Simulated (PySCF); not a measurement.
**C$_{5}$H$_{11}$NO$_{2}$Si$_{2}$: density, localisation and related maps**

Input

```
{"job": {"kind": "nmr", "xc": "PBE0", "basis": "pcSseg-1"}, "charge": 0, "multiplicity": 1}
C      4.206336     0.316301     0.090766
O      2.887836    -0.037860     0.377710
Si     1.539700     0.432916    -0.404175
Si    -0.020818    -0.598826     0.906824
O     -0.056133    -2.217485     0.724484
N     -1.608171    -0.156388     0.326993
C     -2.022930     1.110399     0.016476
C     -3.344693     1.090428    -0.308957
C     -3.772701    -0.253830    -0.195429
C     -2.691088    -0.979824     0.197257
H      4.321000     1.401804     0.080725
H      4.504751    -0.072748    -0.885004
H      4.851283    -0.108010     0.860937
H      1.629416     0.045070    -1.826922
H      1.478917     1.904033    -0.453668
H     -0.017563    -0.323118     2.356932
H      0.732912    -2.741207     0.823079
H     -1.329533     1.927888     0.051878
H     -3.948869     1.928708    -0.597177
H     -4.761077    -0.625054    -0.384335
H     -2.587495    -2.026253     0.395837
```

Run with:

```sh
OMP_NUM_THREADS=1 python probes_run.py task.json out
```

Geometry: GFN2-xTB.

Theory: PBE0/pcSseg-1, SCF density, gas phase, non-relativistic in PySCF 2.14.0.

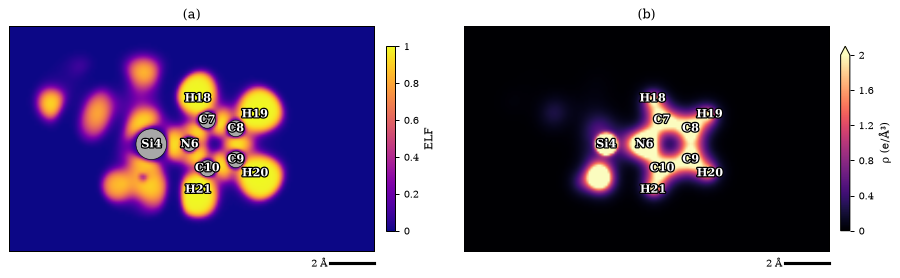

Figure 1. (a) electron localisation function; (b) electron density on the plane of atoms C10, C9 and H20. Grey discs cover the atomic cores in the ELF map.

Describe what can be read from this map.

- The plane passes through Si, N, C and H nuclei.
- C–C (1.36 Å): ρ is about 2.2 e/Å³ halfway; the ELF peaks at about 0.95 between the atoms; a covalent bond.
- C–N (1.37 Å): ρ is about 2.2 e/Å³ halfway; the ELF peaks at about 0.90 between the atoms; a covalent bond.
- Si–N (1.75 Å): ρ is about 1.1 e/Å³ halfway; the ELF peaks at about 0.95 between the atoms: a shared but strongly polarised pair.
- The ELF also peaks beside O5 and O2, away from the bonds: lone-pair regions.

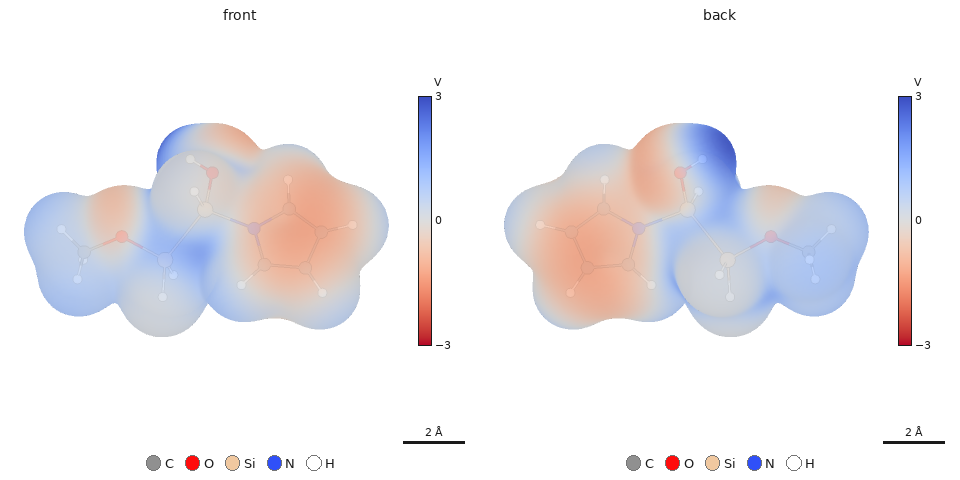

Figure 2. The electrostatic potential painted on the density surface at 0.002 e/bohr³, seen from the front and from behind; red is negative and blue positive.

Which sites attract a positive test charge, and which a negative one?

A positive charge is drawn to the negative regions and a negative charge to the positive ones. The most negative region (about −1.2 V, or −28 kcal/mol for a unit charge) lies over the π face of C8, C9 and C10, the most positive (about +2.6 V, or +60 kcal/mol for a unit charge) over H17.

How polar is the molecule by this calculation?

Its dipole moment is 3.90 D.
